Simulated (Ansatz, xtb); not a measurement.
## Ligand exchange: CH4O + NaI → HOI + CH3Na

Species: CH4O `CO`, singlet; NaI (Sodium Iodide), singlet; HOI (hypoiodous acid) `OI`, singlet; CH3Na `[CH3][Na]`, singlet. The partners trade CH3 for I: O–CH3 and Na–I bonds give way to O–I and Na–CH3.

Shapes, held fixed at every level: PBE0-D4/def2-TZVP. Programs: Ansatz 0.2.0, xtb 6.7.1. The zero-point and thermal change to 298 K, harmonic and unscaled (PBE0-D4/def2-TZVP), is -15.9 kJ/mol.

| level | kind | ΔH(298 K) (kJ/mol) | less CCSD(T)/def2-TZVPP | CPU time (sum over the molecules) |
| --- | --- | --- | --- | --- |
| GFN2-xTB | semi-empirical | +381.7 | +38.0 | 0.2 s |
| PBE-D4/def2-TZVPP | GGA | +311.1 | -32.6 | 8.1 s |
| r2SCAN-D4/def2-TZVPP | meta-GGA | +347.1 | +3.4 | 15 s |
| B3LYP-D4/def2-TZVPP | global hybrid | +328.4 | -15.3 | 9.6 s |
| wB97M-V/def2-TZVPP | range-separated hybrid | +342.0 | -1.7 | 28 s |
| B2PLYP/def2-TZVPP | double hybrid | +338.5 | -5.2 | 13 s |
| MP2/def2-TZVPP | perturbation theory | +352.3 | +8.6 | – |
| CCSD(T)/def2-TZVPP | coupled cluster or CI | +343.7 | 0.0 | 31 s |

The highest level, CCSD(T)/def2-TZVPP, gives ΔH(298 K) = +343.7 kJ/mol; the levels span +311.1 to +381.7. The column of differences is taken from that level and isn't an error. No measured value is set beside it here. For atoms past krypton def2 sets carry core potentials with scalar relativity. Outer-core shells of I, Na are correlated in most correlated rows, in sets that cover them unevenly. Times are processor times on shared x86 and Arm servers, and rough.

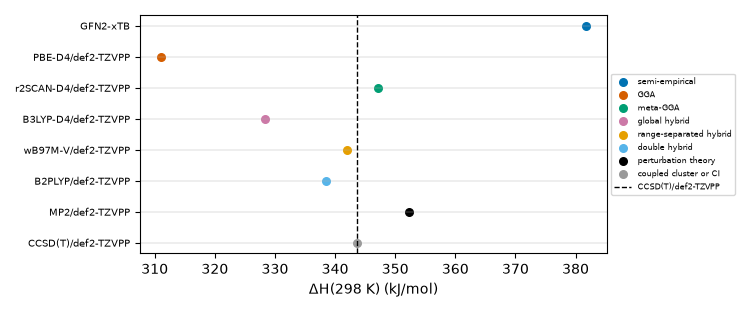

The values of the table, level by level.
